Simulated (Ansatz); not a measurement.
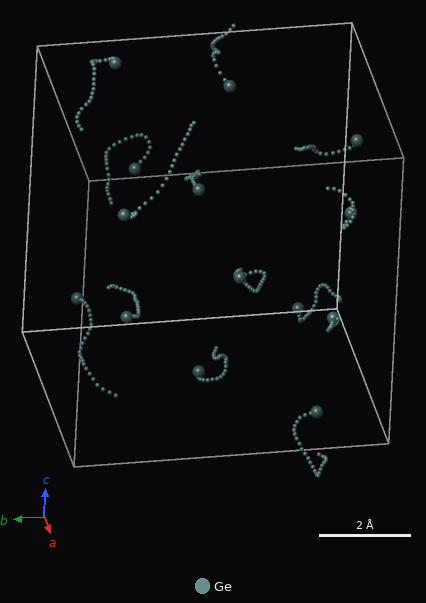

Molecular dynamics of an amorphous cell of composition Ge (14 atoms in the cell), 333 fs long. It starts from the last geometry of an earlier run, with fresh velocities. Dots mark each atom's position at evenly spaced times, in the colour of its element; spheres stand at the starting positions. Seen from a free direction in the simulation cell.

Method: Ansatz, DFT PBE, scalar-relativistic, plane waves, PAW. Settings: plane-wave cutoff 420 eV; k-point mesh 1 × 1 × 1; Fermi-Dirac smearing 0.186 eV; volume 0.96 times that of the relaxed crystal; set temperature 2160 K; time step 3 fs.

Question: Describe the motion.

Answer: Root-mean-square distances from the starting positions over the second half, with the common drift of all atoms taken out: Ge 1.07 Å. That is a large part of the typical shortest distance between atoms in the first frame, about 2.3 Å and still growing: the atoms leave their places as in a liquid. Over the second half the temperature averages 1688 K (spread ±161 K). The potential energy is still drifting at the end, so the run hasn't reached equilibrium. The potential energy in the second half lies on average 143 meV per atom below the first frame. The mean pressure there is 1.3 GPa.

Limits of the set-up: the periodic images lie only 6.7 Å apart, so the values are limited by the cell's size.

Cost: 6.7 min on 2 threads of Intel(R) Xeon(R) Processor @ 2.50GHz (Skylake/Cascade Lake) (shared host), peak memory 0.55 GiB.
